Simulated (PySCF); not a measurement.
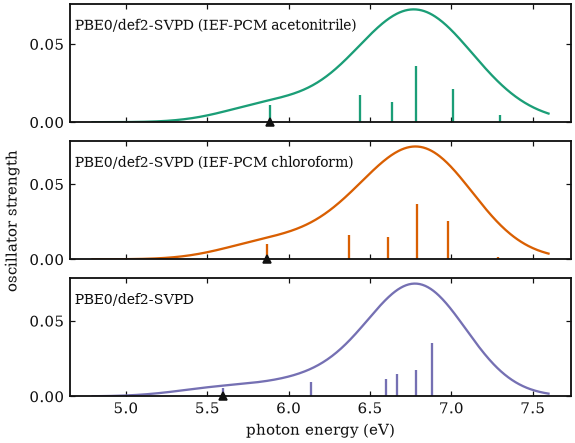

Vertical TDDFT spectra of GaSi₂N₂H₁₀Cl, SMILES [NH3+][Ga@@H-]([Cl])[N]([SiH3])[SiH3], singlet at one geometry and several levels (PySCF 2.14.0, at a PBE0-D3(BJ)/def2-SVP geometry (no frequency check)); sticks with Gaussians of 1/e half-width 0.40 eV, the triangle marks S1, which has the same leading orbital pair at all these levels. Only the lowest states were computed, so the high end is incomplete.

Order the levels by their S1 energy.

Answer. From lowest to highest: PBE0/def2-SVPD 5.59 eV, PBE0/def2-SVPD (IEF-PCM chloroform) 5.86 eV, PBE0/def2-SVPD (IEF-PCM acetonitrile) 5.89 eV; a spread of 0.29 eV.

Limits of at least one run: core orbitals are frozen in the response; one conformer of a flexible molecule; states above the negative HOMO energy depend on the basis.
